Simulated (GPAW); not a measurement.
# TiB2 (P6/mmm): the Ti K absorption edge, part 3 of 4

How does the Ti K edge of TiB2 (P6/mmm) move when the bonds are compressed or stretched?

GPAW 26.7.0; X-ray absorption from dipole matrix elements to empty bands, plane-wave PAW PBE.

So far. Step 4 (Spectrum with XCH, Ti atom 1): The total-energy difference is 4983.51 eV. One term is added: -22.82 eV, since the hole is spin-paired here and a spin-polarised one costs that much less in the free atom (computed apart). The photon energy is then 4960.69 eV. The tabulated edge of the element is 4966 eV. The functional leaves an error of a few eV in such absolute values. Step 6 (Spectrum with XCH, Ti atom 1): The scaled spectrum changes by 17 % r.m.s. A shift of +0.8 eV leaves 4 %.

### Step 7. Reference energy of the supercell

Level of this step: plane-wave PAW DFT, PBE, self-consistent field (GPAW).

The cell changes for the next run, so it gets a reference energy of its own.

The cell differs from the one that the last finished run ended in (a 5.140 → 5.194 Å, b 5.140 → 5.194 Å, c 6.325 → 6.392 Å).

Input file scf.py:

```python
import numpy as np
from ase import Atoms
from ase.parallel import parprint, paropen
from gpaw import GPAW, PW, FermiDirac, Mixer, MixerDif, setup_paths
from gpaw.test import gen
setup_paths.insert(0, '.')
gen('Ti', name='nch1s', xcname='PBE', corehole=(1, 0, 0), write_xml=True)
from gpaw.mpi import world
world.barrier()

atoms = Atoms('Ti6B12',
    cell=[[0, 5.19372743, 0],
     [-4.49789989, -2.59686371, 0],
     [0, 0, 6.39157534]],
    scaled_positions=[[0, 0, 0],
     [0.33333333, 0.66666667, 0],
     [0, 0, 0.5],
     [0.66666667, 0.33333333, 0],
     [0.33333333, 0.66666667, 0.5],
     [0.66666667, 0.33333333, 0.5],
     [0, 0.66666667, 0.25],
     [0.33333333, 0.33333333, 0.25],
     [0, 0.66666667, 0.75],
     [0.66666667, 0, 0.25],
     [0.33333333, 0.33333333, 0.75],
     [0.66666667, 0, 0.75],
     [0.33333333, 0, 0.25],
     [0.66666667, 0.66666667, 0.25],
     [0.33333333, 0, 0.75],
     [0, 0.33333333, 0.25],
     [0.66666667, 0.66666667, 0.75],
     [0, 0.33333333, 0.75]],
    pbc=True)
atoms.calc = calc = GPAW(legacy_gpaw=True, mode=PW(430, force_complex_dtype=True), xc='PBE', setups={0: 'nch1s'},
    kpts={'size': (5, 5, 4), 'gamma': True}, occupations=FermiDirac(0.1),
    charge=0, mixer=Mixer(0.1, 5, 50), maxiter=150,
    convergence={'density': 0.0001, 'eigenstates': 1e-6}, txt='scf.txt')
energy = atoms.get_potential_energy() + calc.get_reference_energy()
ef = calc.get_fermi_level()
out = dict(energy=energy, fermi=ef, forces=atoms.get_forces().tolist())
parprint(f'all-electron energy {energy:.4f} eV, Fermi level {ef:.4f} eV')
ev = np.array([[calc.get_eigenvalues(k, s) for k in range(len(calc.get_ibz_k_points()))] for s in range(calc.get_number_of_spins())])
out['homo'], out['lumo'], out['counts'] = ev[ev < ef].max(), ev[ev > ef].min(), sorted(set((ev < ef).sum((0, 2)).tolist()))
out['filled'] = (ev[:, 0] < ef).sum(1).tolist()
import json
with paropen('out.json', 'w') as f:
    json.dump(out, f)
```

The run is started by

```bash
$ OMP_NUM_THREADS=1 mpirun -n 4 gpaw python scf.py
```

Numbers of over 12 decimals in the logs are rounded to 6 here.

What it wrote:

```text
Input parameters:
  convergence: {density: 0.0001,
                eigenstates: 1e-06}
  kpts: {gamma: True,
         size: (5, 5, 4)}
  maxiter: 150
  mixer: {backend: pulay,
          beta: 0.1,
          method: separate,
          nmaxold: 5,
          weight: 50}
  mode: {ecut: 430.0,
         force_complex_dtype: True,
         name: pw}
  occupations: {fixmagmom: False,
                name: fermi-dirac,
[...]
4s(2) :    -0.164137     0.992018
3p(6) :    -1.428160     0.433832
4p(0) :    -0.053893     0.982293
3d(2) :    -0.156485     0.588344
*d    :     0.843515
--------------------------------

Diagonalizing with gridspacing h=0.050

state   all-electron     PAW
-------------------------------
3s:      -2.301366    -2.301666
3p:      -1.428160    -1.428851
3d:      -0.156485    -0.156983
*f:                    0.063889
-------------------------------
all-electron energy -147516.8011 eV, Fermi level 11.8247 eV
[key lines of the parts left out:]
Converged after 21 iterations.
Dipole moment: (0.000000, 0.000000, 0.000000) |e|*Ang
Free energy:   -138.886916
Fermi level: 11.82471
```

Wall time 87 s (4 MPI ranks of Arm Neoverse V1, shared host); peak memory 0.33 GiB; 5.8 min of CPU time.

Reference energy: -147516.801 eV with the cores included.

### Step 8. Spectrum with XCH, Ti atom 1

Shorter bonds are expected to push antibonding states and scattering resonances up, and longer ones down; the cell is scaled to test that.

Changed against the first core-hole run: volume scale from 1 to 0.97.

Input file xas.py:

```python
import numpy as np
from ase import Atoms
from ase.parallel import parprint, paropen
from gpaw import GPAW, PW, FermiDirac, Mixer, MixerDif, setup_paths
from gpaw.test import gen
setup_paths.insert(0, '.')
gen('Ti', name='fch1s', xcname='PBE', corehole=(1, 0, 1), write_xml=True)
from gpaw.mpi import world
world.barrier()

atoms = Atoms('Ti6B12',
    cell=[[0, 5.19372743, 0],
     [-4.49789989, -2.59686371, 0],
     [0, 0, 6.39157534]],
    scaled_positions=[[0, 0, 0],
     [0.33333333, 0.66666667, 0],
     [0, 0, 0.5],
     [0.66666667, 0.33333333, 0],
     [0.33333333, 0.66666667, 0.5],
     [0.66666667, 0.33333333, 0.5],
     [0, 0.66666667, 0.25],
     [0.33333333, 0.33333333, 0.25],
     [0, 0.66666667, 0.75],
     [0.66666667, 0, 0.25],
     [0.33333333, 0.33333333, 0.75],
     [0.66666667, 0, 0.75],
     [0.33333333, 0, 0.25],
     [0.66666667, 0.66666667, 0.25],
     [0.33333333, 0, 0.75],
     [0, 0.33333333, 0.25],
     [0.66666667, 0.66666667, 0.75],
     [0, 0.33333333, 0.75]],
    pbc=True)
atoms.calc = calc = GPAW(legacy_gpaw=True, mode=PW(430, force_complex_dtype=True), xc='PBE', setups={0: 'fch1s'},
    kpts={'size': (5, 5, 4), 'gamma': True}, occupations=FermiDirac(0.1),
    charge=-1, mixer=Mixer(0.1, 5, 50), maxiter=150,
    convergence={'density': 0.0001, 'eigenstates': 1e-6}, txt='scf.txt')
energy = atoms.get_potential_energy() + calc.get_reference_energy()
ef = calc.get_fermi_level()
out = dict(energy=energy, fermi=ef, forces=atoms.get_forces().tolist())
parprint(f'all-electron energy {energy:.4f} eV, Fermi level {ef:.4f} eV')
ev = np.array([[calc.get_eigenvalues(k, s) for k in range(len(calc.get_ibz_k_points()))] for s in range(calc.get_number_of_spins())])
out['homo'], out['lumo'], out['counts'] = ev[ev < ef].max(), ev[ev > ef].min(), sorted(set((ev < ef).sum((0, 2)).tolist()))
out['filled'] = (ev[:, 0] < ef).sum(1).tolist()

from ase.units import Ha
from gpaw.xas import dipole_matrix_elements
nb = int(calc.get_number_of_electrons() / 2) + 122
top, nb = nb, nb + 8 + nb // 12
nscf = calc.fixed_density(kpts={'size': (7, 7, 5), 'gamma': True}, nbands=nb,
    convergence={'bands': top, 'eigenstates': 5e-3}, maxiter=60, txt='nscf.txt')
cell = atoms.cell.array
ops = [cell.T @ U.T @ np.linalg.inv(cell.T) for U in nscf.wfs.kd.symmetry.op_scc]
E = np.arange(-6, 34, 0.1)
fwhm = np.interp(E, [4, 25], [0.94, 3.5])
Y, X, zero, highest = 0, 0, 1e9, 1e9
for spin in range(nscf.get_number_of_spins()):
    wfs = nscf.wfs
    mine = wfs.bd.get_slice()  # this rank's bands
    A = dipole_matrix_elements(wfs.setups[0])
    eps = np.zeros((wfs.kd.nibzkpts, nb))
    d = np.zeros((3, A.shape[1], wfs.kd.nibzkpts, nb), complex)
    for kpt in wfs.kpt_u:
        if kpt.s == spin and 0 in kpt.P_ani:
            eps[kpt.k, mine] = kpt.eps_n * Ha
            d[:, :, kpt.k, mine] = (kpt.weight * wfs.nspins / 2) ** 0.5 * np.inner(A, kpt.P_ani[0])
    world.sum(eps)
    world.sum(d)
    T = np.einsum('amkn,bmkn->abkn', d, d.conj()).real
    T = sum(np.einsum('ai,ijkn,bj->abkn', R, T, R) for R in ops) / len(ops)
    empty = eps > ef
    zero, highest = min(zero, eps[empty].min()), min(highest, eps[:, top - 1].min())
    lines = [(eps, T, empty)] if spin == 0 else lines + [(eps, T, empty)]
for eps, T, empty in lines:
    f = np.einsum('aakn->akn', T).reshape(3, -1)
    x = eps.ravel() - zero
    w = np.interp(x, E, fwhm) / 2.35482
    g = np.exp(-0.5 * ((E[:, None] - x) / w) ** 2) / (w * (2 * np.pi) ** 0.5)
    Y = Y + (f * empty.ravel()) @ g.T
    X = X + (f * ~empty.ravel()) @ g.T
out.update(E=E.round(2).tolist(), xas=Y.tolist(), xes=X.tolist(), zero=zero, valid=highest - zero, nk=len(eps), nb=nb)
for i in range(0, len(E), 10):
    parprint(f'{E[i]:7.2f}', *(f'{v:10.3e}' for v in Y[:, i]))
import json
with paropen('out.json', 'w') as f:
    json.dump(out, f)
```

The run is started by

```bash
$ OMP_NUM_THREADS=1 mpirun -n 4 gpaw python xas.py
```

What it wrote:

```text
Input parameters:
  charge: -1
  convergence: {density: 0.0001,
                eigenstates: 1e-06}
  kpts: {gamma: True,
         size: (5, 5, 4)}
  maxiter: 150
  mixer: {backend: pulay,
          beta: 0.1,
          method: separate,
          nmaxold: 5,
          weight: 50}
  mode: {ecut: 430.0,
         force_complex_dtype: True,
         name: pw}
  occupations: {fixmagmom: False,
[...]
*d    :     0.343888
--------------------------------

Diagonalizing with gridspacing h=0.050

state   all-electron     PAW
-------------------------------
3s:      -2.998602    -2.998884
3p:      -2.109826    -2.110472
3d:      -0.656112    -0.656704
*f:                   -0.028297
-------------------------------
all-electron energy -142533.3838 eV, Fermi level 11.9559 eV
[...]
32.00  3.847e-07  3.847e-07  3.022e-07
  33.00  3.529e-07  3.529e-07  3.116e-07
[key lines of the parts left out:]
Converged after 22 iterations.
Dipole moment: (0.000000, 0.000000, 0.000000) |e|*Ang
Free energy:   -151.063605
Fermi level: 11.95592
```

It took 5.2 min on 4 MPI ranks; peak memory 0.69 GiB; 21 min of CPU time.

```csv
E (eV),first run,this run
-2.0,0.00,0.00
-1.0,0.00,0.00
0.0,0.02,0.02
1.0,0.10,0.09
2.0,0.18,0.18
3.0,0.24,0.24
4.0,0.31,0.32
5.0,0.36,0.32
6.0,0.50,0.51
7.0,0.53,0.51
8.0,0.81,0.74
9.0,1.04,1.02
10.0,0.97,1.03
11.0,0.89,0.91
12.0,0.98,0.92
13.0,1.36,1.20
14.0,1.77,1.61
15.0,2.07,1.94
16.0,2.31,2.21
17.0,2.26,2.32
18.0,1.74,2.00
19.0,1.11,1.38
20.0,0.76,0.88
21.0,0.78,0.74
22.0,0.96,0.88
23.0,1.08,1.04
24.0,1.12,1.11
25.0,1.15,1.13
26.0,1.17,1.16
27.0,1.16,1.16
28.0,1.09,1.14
29.0,0.99,1.06
30.0,0.89,0.96
31.0,0.81,0.87
32.0,0.76,0.80
```

Against the first run the r.m.s. difference is 8 %. The highest intensity below 24 eV goes from 16.4 eV (2.35) to 16.8 eV (2.33).

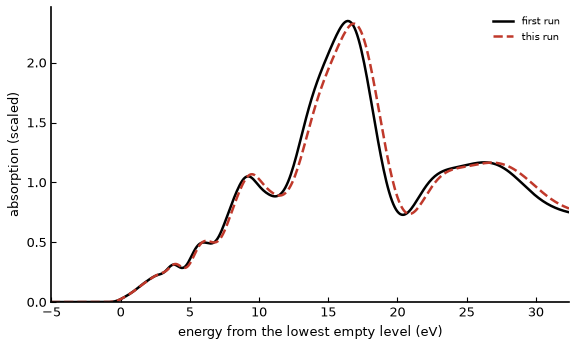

The effect of the change (volume scale from 1 to 0.97).

The photon energy of the zero moves by -0.09 eV.

### Step 9. Reference energy of the supercell

The cell changes for the next run, so it gets a reference energy of its own.

The cell differs from the one that the last finished run ended in (a 5.194 → 5.299 Å, b 5.194 → 5.299 Å, c 6.392 → 6.521 Å).

Edit scf.py of step 7 so:

```diff
@@ -11,5 +11,5 @@
 atoms = Atoms('Ti6B12',
-    cell=[[0, 5.19372743, 0],
-     [-4.49789989, -2.59686371, 0],
-     [0, 0, 6.39157534]],
+    cell=[[0, 5.29867949, 0],
+     [-4.58879104, -2.64933974, 0],
+     [0, 0, 6.52073287]],
     scaled_positions=[[0, 0, 0],
```

The run is started by

```bash
$ OMP_NUM_THREADS=1 mpirun -n 4 gpaw python scf.py
```

What it wrote:

```text
Input parameters:
  convergence: {density: 0.0001,
                eigenstates: 1e-06}
  kpts: {gamma: True,
         size: (5, 5, 4)}
  maxiter: 150
  mixer: {backend: pulay,
          beta: 0.1,
          method: separate,
          nmaxold: 5,
          weight: 50}
  mode: {ecut: 430.0,
         force_complex_dtype: True,
         name: pw}
  occupations: {fixmagmom: False,
                name: fermi-dirac,
[...]
4s(2) :    -0.164137     0.992018
3p(6) :    -1.428160     0.433832
4p(0) :    -0.053893     0.982293
3d(2) :    -0.156485     0.588344
*d    :     0.843515
--------------------------------

Diagonalizing with gridspacing h=0.050

state   all-electron     PAW
-------------------------------
3s:      -2.301366    -2.301666
3p:      -1.428160    -1.428851
3d:      -0.156485    -0.156983
*f:                    0.063889
-------------------------------
all-electron energy -147516.8809 eV, Fermi level 11.0748 eV
[key lines of the parts left out:]
Converged after 19 iterations.
Dipole moment: (0.000000, 0.000000, -0.000000) |e|*Ang
Free energy:   -138.969337
Fermi level: 11.07483
```

It took 100 s on 4 MPI ranks; peak memory 0.34 GiB.

Reference energy: -147516.881 eV with the cores included.

### Step 10. Spectrum with XCH, Ti atom 1

Shorter bonds are expected to push antibonding states and scattering resonances up, and longer ones down; the cell is scaled to test that.

Changed against the first core-hole run: volume scale from 1 to 1.03.

Edit xas.py of step 8 so:

```diff
@@ -11,5 +11,5 @@
 atoms = Atoms('Ti6B12',
-    cell=[[0, 5.19372743, 0],
-     [-4.49789989, -2.59686371, 0],
-     [0, 0, 6.39157534]],
+    cell=[[0, 5.29867949, 0],
+     [-4.58879104, -2.64933974, 0],
+     [0, 0, 6.52073287]],
     scaled_positions=[[0, 0, 0],
@@ -47,3 +47,3 @@
 from gpaw.xas import dipole_matrix_elements
-nb = int(calc.get_number_of_electrons() / 2) + 122
+nb = int(calc.get_number_of_electrons() / 2) + 127
 top, nb = nb, nb + 8 + nb // 12
```

The run is started by

```bash
$ OMP_NUM_THREADS=1 mpirun -n 4 gpaw python xas.py
```

What it wrote:

```text
Input parameters:
  charge: -1
  convergence: {density: 0.0001,
                eigenstates: 1e-06}
  kpts: {gamma: True,
         size: (5, 5, 4)}
  maxiter: 150
  mixer: {backend: pulay,
          beta: 0.1,
          method: separate,
          nmaxold: 5,
          weight: 50}
  mode: {ecut: 430.0,
         force_complex_dtype: True,
         name: pw}
  occupations: {fixmagmom: False,
[...]
*d    :     0.343888
--------------------------------

Diagonalizing with gridspacing h=0.050

state   all-electron     PAW
-------------------------------
3s:      -2.998602    -2.998884
3p:      -2.109826    -2.110472
3d:      -0.656112    -0.656704
*f:                   -0.028297
-------------------------------
all-electron energy -142533.2812 eV, Fermi level 11.1769 eV
[...]
32.00  3.469e-07  3.468e-07  3.046e-07
  33.00  3.522e-07  3.522e-07  2.904e-07
[key lines of the parts left out:]
Converged after 28 iterations.
Dipole moment: (0.000000, 0.000000, -0.000000) |e|*Ang
Free energy:   -150.965488
Fermi level: 11.17691
```

Wall time 6.8 min (4 MPI ranks); peak memory 0.73 GiB; 27 min of CPU time.

```csv
E (eV),first run,this run
-2.0,0.00,0.00
-1.0,0.00,0.00
0.0,0.02,0.02
1.0,0.10,0.10
2.0,0.18,0.19
3.0,0.24,0.24
4.0,0.31,0.30
5.0,0.36,0.39
6.0,0.50,0.48
7.0,0.53,0.57
8.0,0.81,0.87
9.0,1.04,1.04
10.0,0.97,0.92
11.0,0.89,0.88
12.0,0.98,1.08
13.0,1.36,1.53
14.0,1.77,1.92
15.0,2.07,2.20
16.0,2.31,2.38
17.0,2.26,2.11
18.0,1.74,1.46
19.0,1.11,0.90
20.0,0.76,0.72
21.0,0.78,0.85
22.0,0.96,1.02
23.0,1.08,1.10
24.0,1.12,1.14
25.0,1.15,1.16
26.0,1.17,1.17
27.0,1.16,1.13
28.0,1.09,1.03
29.0,0.99,0.92
30.0,0.89,0.83
31.0,0.81,0.77
32.0,0.76,0.74
```

The scaled spectrum changes by 8 % r.m.s. The highest intensity below 24 eV goes from 16.4 eV (2.35) to 16.0 eV (2.38).

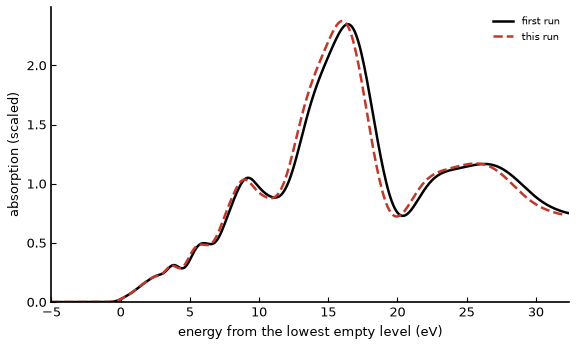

The effect of the change (volume scale from 1 to 1.03).

The photon energy of the zero moves by +0.09 eV.

### Step 11. Reference energy of the supercell

The cell changes for the next run, so it gets a reference energy of its own.

The cell differs from the one that the last finished run ended in (a 5.299 → 5.350 Å, b 5.299 → 5.350 Å, c 6.521 → 6.583 Å).

Edit scf.py of step 9 so:

```diff
@@ -11,5 +11,5 @@
 atoms = Atoms('Ti6B12',
-    cell=[[0, 5.29867949, 0],
-     [-4.58879104, -2.64933974, 0],
-     [0, 0, 6.52073287]],
+    cell=[[0, 5.34963146, 0],
+     [-4.63291674, -2.67481573, 0],
+     [0, 0, 6.58343607]],
     scaled_positions=[[0, 0, 0],
```

The run is started by

```bash
$ OMP_NUM_THREADS=1 mpirun -n 4 gpaw python scf.py
```

What it wrote:

```text
Input parameters:
  convergence: {density: 0.0001,
                eigenstates: 1e-06}
  kpts: {gamma: True,
         size: (5, 5, 4)}
  maxiter: 150
  mixer: {backend: pulay,
          beta: 0.1,
          method: separate,
          nmaxold: 5,
          weight: 50}
  mode: {ecut: 430.0,
         force_complex_dtype: True,
         name: pw}
  occupations: {fixmagmom: False,
                name: fermi-dirac,
[...]
4s(2) :    -0.164137     0.992018
3p(6) :    -1.428160     0.433832
4p(0) :    -0.053893     0.982293
3d(2) :    -0.156485     0.588344
*d    :     0.843515
--------------------------------

Diagonalizing with gridspacing h=0.050

state   all-electron     PAW
-------------------------------
3s:      -2.301366    -2.301666
3p:      -1.428160    -1.428851
3d:      -0.156485    -0.156983
*f:                    0.063889
-------------------------------
all-electron energy -147516.6134 eV, Fermi level 10.7257 eV
[key lines of the parts left out:]
Converged after 16 iterations.
Dipole moment: (0.000000, -0.000000, -0.000000) |e|*Ang
Free energy:   -138.703205
Fermi level: 10.72573
```

Elapsed: 66 s, on 4 MPI ranks; peak memory 0.32 GiB; 4.4 min of CPU time.

Reference energy: -147516.613 eV with the cores included.

[end of part 3 of 4]

[Banner, clock and machine lines of the logs are left out without a mark of their own.]

[Logs are printed without paths, hosts, clocks, repeated set-up lines and the standing remarks that a program may print on its own settings, such as how far it seeks lower states.]

[Hosts, paths, dates, database ids (printed as entryN), source tags and the programs' standing remarks are cut or masked in the printed files.]

[Lists of maxima count a maximum above −3 eV only where it reaches 4 % of the highest in the window and stands out from its surroundings by 2 % of it (1.5 % where it reaches 55 %); shoulders and weaker maxima are passed over, and of the rest the first, up to two pre-edge ones and the few strongest are named.]
